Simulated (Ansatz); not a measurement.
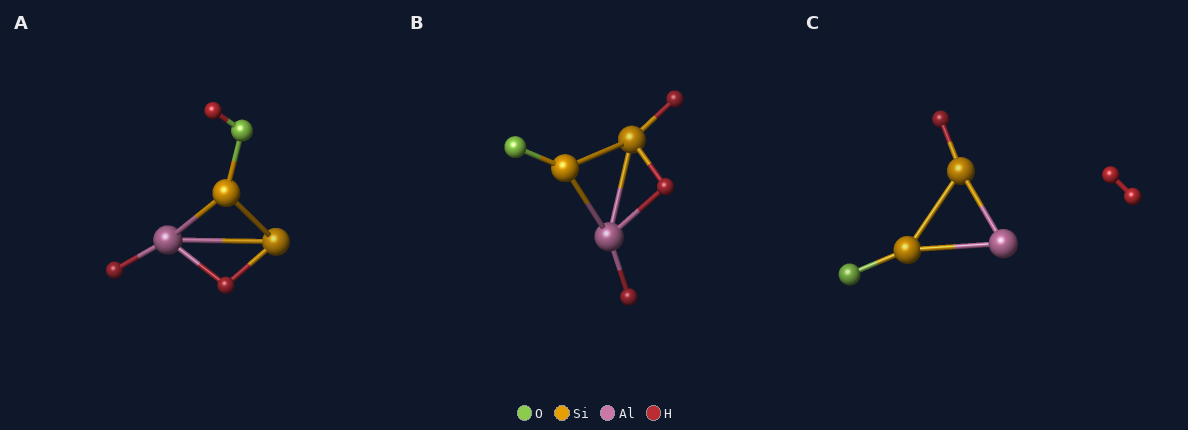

3 stationary structures of one formula. Geometries: PBE0-D4/def2-TZVP. Electronic energies: ωB97M-V/def2-TZVPP (Ansatz 0.2.0), without zero-point energy. No frequency run is at hand to confirm each as a minimum. Each is one conformer, not always the lowest.

> Which is lowest in energy, and by how much?

A is lowest (C1); B lies 0.388 eV above it (C1), C lies 1.544 eV above it (C1).
